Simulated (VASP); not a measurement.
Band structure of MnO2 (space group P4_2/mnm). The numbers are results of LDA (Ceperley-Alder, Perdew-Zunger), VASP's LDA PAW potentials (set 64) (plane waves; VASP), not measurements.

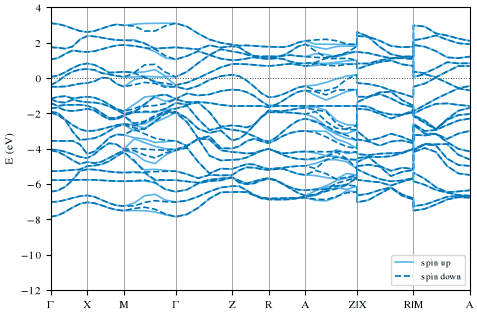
Bands along high-symmetry lines, zero at the valence-band maximum or, without a gap, the Fermi level

Problem. Read the plot: is there a gap, and where are the band edges?

Solution. It has no gap at this level: it comes out as a metal or semimetal.

The structure is a typed MnO2 crystal. The cell was not relaxed at this level. The k-mesh is coarse (spacing up to 0.48 per Å, 2π included), so the numbers may not be converged in it.
